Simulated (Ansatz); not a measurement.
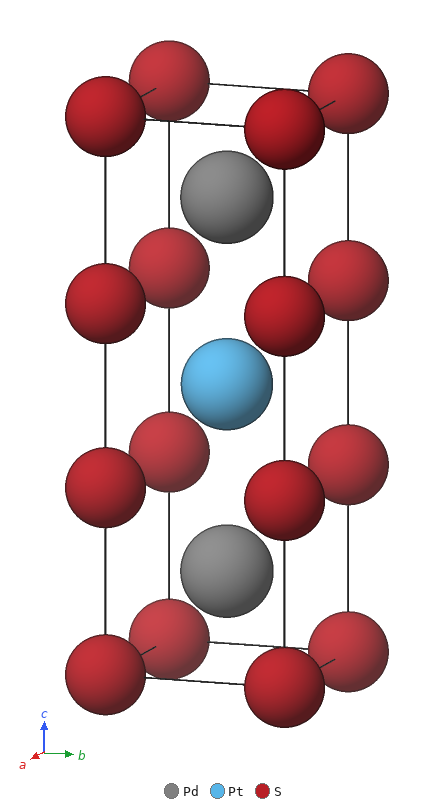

The figure gives a spheres-only picture of the atoms, viewed slightly off an axis. The parallelepiped is the simulation cell.

```
CELL_PARAMETERS angstrom
3.11541 0.00000 0.00000
0.00000 3.11541 0.00000
0.00000 0.00000 9.33613
ATOMIC_POSITIONS crystal
Pd 0.50000 0.50000 0.83492
Pd 0.50000 0.50000 0.16508
Pt 0.50000 0.50000 0.50000
S 0.00000 0.00000 0.00000
S 0.00000 0.00000 0.66492
S 0.00000 0.00000 0.33508
```

Method used: Ansatz 0.2.0, DFT PBE, scalar-relativistic, plane waves, PAW. It ran with a cutoff energy of 420 eV, Brillouin-zone sampling on a 12×12×4 mesh, Gaussian smearing of 0.1 eV, no spin polarisation.

Q: What charge does Bader's analysis assign to each element?

A: Pd +0.30 e; Pt +0.23 e; S -0.32 to -0.25 e.

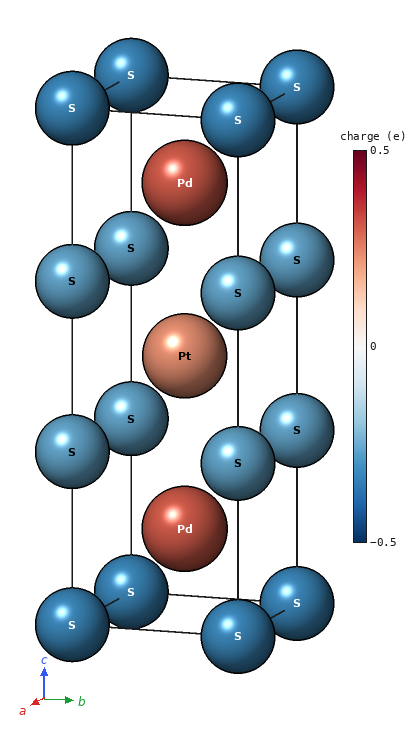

The atoms coloured by those charges.

Source of the structure: a structure type filled with these elements by a generator (whether the compound takes this form wasn't checked). Earlier steps of the study may have refined or changed the cell and positions. A calculation with Ansatz used it as input.
